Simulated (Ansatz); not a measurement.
**C$_{3}$H$_{9}$FGe: density, localisation and related maps**

Input file:

```
crystal:
  periodic: [false, false, false]
  atoms:
    - {symbol: C, position_ang: [-0.475674, -1.980970, 1.663124]}
    - {symbol: C, position_ang: [-0.275844, -0.471285, 1.795427]}
    - {symbol: C, position_ang: [-0.256882, 2.366596, 0.183107]}
    - {symbol: F, position_ang: [-1.699231, -0.050056, -0.740084]}
    - {symbol: Ge, position_ang: [-0.213303, 0.430600, 0.069672]}
    - {symbol: H, position_ang: [-1.393813, -2.207686, 1.098748]}
    - {symbol: H, position_ang: [0.363580, -2.454156, 1.127413]}
    - {symbol: H, position_ang: [-0.555651, -2.469164, 2.647931]}
    - {symbol: H, position_ang: [0.653146, -0.234139, 2.344514]}
    - {symbol: H, position_ang: [-1.100691, -0.011741, 2.368130]}
    - {symbol: H, position_ang: [0.919520, -0.094906, -0.834599]}
    - {symbol: H, position_ang: [0.663569, 2.746649, 0.653046]}
    - {symbol: H, position_ang: [-1.118191, 2.687518, 0.787997]}
    - {symbol: H, position_ang: [-0.346181, 2.810489, -0.819285]}
basis:
  gaussian: {orbitals: def2-SVPD}
hamiltonian: {xc: {name: PBE0}}
output: {forces: true, orbitals: {seedname: orbitals}}
```

Launched as:

```sh
ansatz run input.yaml --threads 2 --pin off --max-ram 4350MiB --events-out events.jsonl --progress --plain --runs-dir runs
```

Geometry: r2SCAN-D4/def2-SVP.

All numbers below come from isolated molecule in a Gaussian basis; Kohn-Sham density functional theory, functional PBE0 (Ansatz 0.2.0).

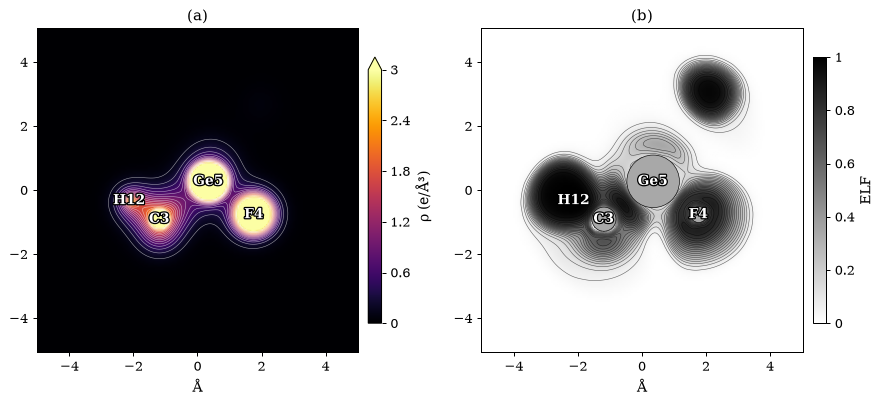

Figure 1. (a) total electron density; (b) electron localisation function on the plane of atoms Ge5, C3 and H12. Grey discs cover the atomic cores in the ELF map.

**Describe what can be read from this map.**

The section cuts through C, F, Ge and H sites.
Ge–F (1.76 Å): the density is about 0.86 e/Å³ at the midpoint; the ELF peaks at about 0.80 in the valence shell of F, 0.5 Å from its nucleus, and is about 0.25 at the midpoint.
C–Ge (1.94 Å): the density is about 0.91 e/Å³ at the midpoint; the ELF peaks at about 0.95 between the atoms (localised, covalent bonding).
C–H (1.10 Å): ρ is about 1.9 e/Å³ halfway; the ELF climbs to about 1 towards the hydrogen, as it does in any bond to H: a covalent bond by its length.
The ELF also peaks beside F4, away from the bonds: lone-pair regions.

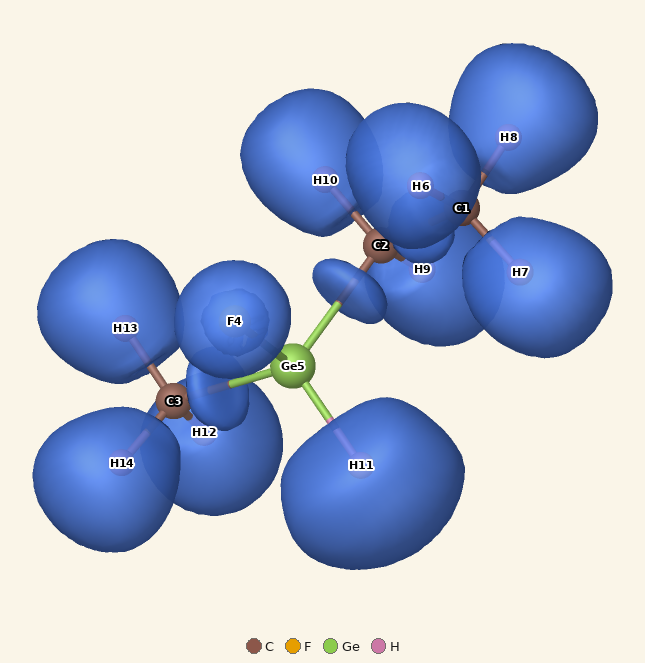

Figure 2. Isosurface of the electron localisation function at 0.8 (blue), seen at an oblique angle. Only the valence region is drawn (cores and ρ < 0.01 e/Å³ removed).

**Identify the bonds, lone pairs and shells in this picture.**

At this value the surface marks out one region between bonded C–C atoms (shared pairs), nine regions around hydrogen nuclei, two lobes of the valence shell of C pointing towards Ge (polar bonds) and one region wrapped around F (its valence shell).


C–C (1.53 Å): the ELF peaks at about 0.95 between the atoms, as expected for localised, covalent bonding.

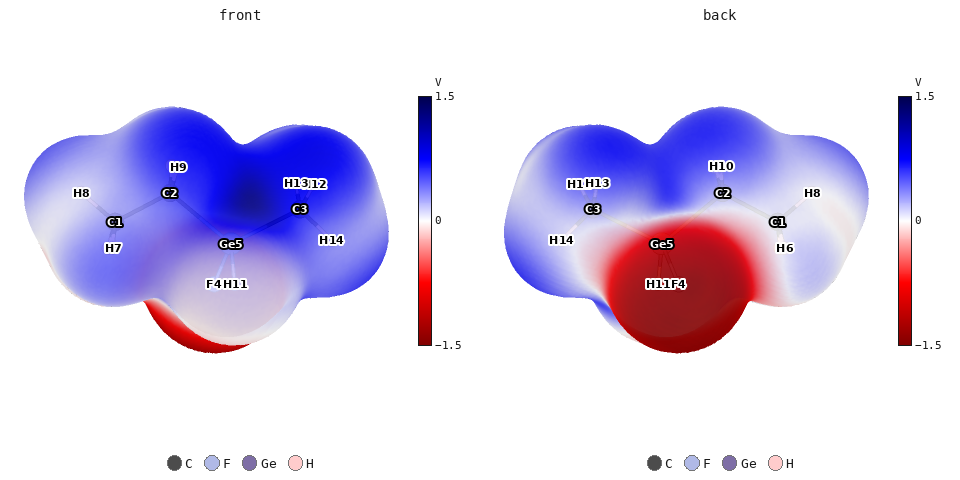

Figure 3. The molecular electrostatic potential painted on the density surface at 0.001 e/bohr³, seen from the front and from behind; red is negative and blue positive.

**Describe the electrostatic potential map.**

The most negative region (about −1.4 V, or −32 kcal/mol for a unit charge) lies over F4, the most positive (about +1.2 V, or +28 kcal/mol for a unit charge) over Ge5.
